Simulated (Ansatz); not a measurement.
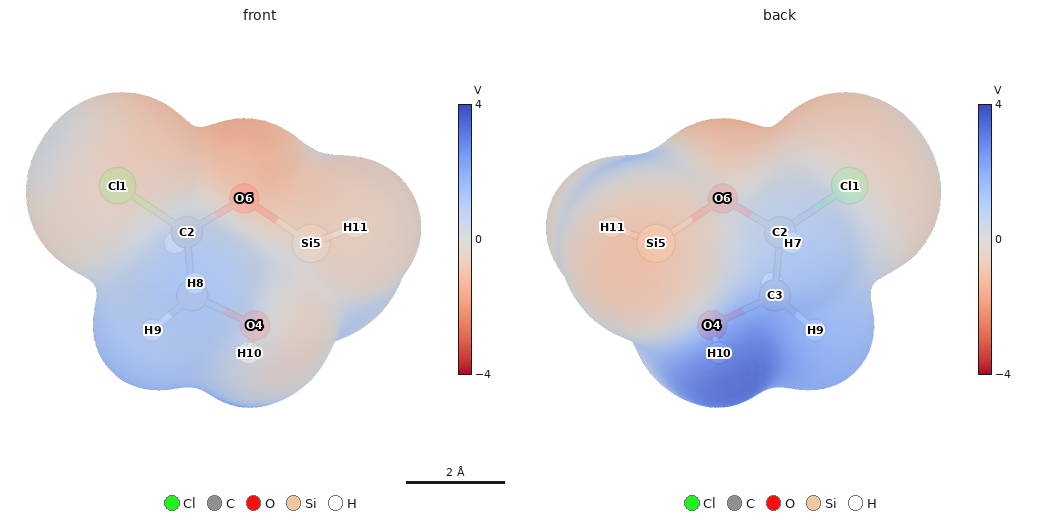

Figure 1: C₂H₅ClO₂Si. The electrostatic potential painted on the density surface at 0.002 e/bohr³, seen from the front and from behind; the colour scale runs from red (negative) to blue (positive).

Level of theory: Ansatz, RKS PBE/6-31G*.

Input

```
crystal:
  periodic: [false, false, false]
  atoms:
    - { symbol: Cl, position_ang: [-2.2862, -0.6877, 1.2283] }
    - { symbol: C, position_ang: [-1.1058, -0.1443, 0.0445] }
    - { symbol: C, position_ang: [0.0302, -1.143, -0.0267] }
    - { symbol: O, position_ang: [1.2625, -0.4313, -0.577] }
    - { symbol: Si, position_ang: [1.0171, 1.1642, -0.1629] }
    - { symbol: O, position_ang: [-0.5541, 1.1402, 0.4354] }
    - { symbol: H, position_ang: [-1.5583, -0.0285, -0.9302] }
    - { symbol: H, position_ang: [0.3912, -1.491, 0.9757] }
    - { symbol: H, position_ang: [-0.1752, -1.9929, -0.5968] }
    - { symbol: H, position_ang: [2.00986, -0.35088, -1.22127] }
    - { symbol: H, position_ang: [1.951, 1.5279, 0.9549] }
basis:
  gaussian: { orbitals: "6-31G*" }
hamiltonian:
  xc: pbe
relax:
  f_tol: 0.02
  max_steps: 50
output:
  orbitals: {}
```

Command:

```sh
ansatz run input.yaml --threads 2 --pin off --max-ram 3072MiB --backend cpu --events-out ev --progress --plain --runs-dir out
```

The fields are those of the relaxed geometry.

Describe the electrostatic potential map.

The most negative region (about −1.4 V) lies over O6, the most positive (about +3.3 V) over H10. Cl1 shows a σ-hole: about +0.3 V at the tip opposite its bond, against about −0.5 V on its flanks. O6 is the likeliest acceptor of a hydrogen bond.
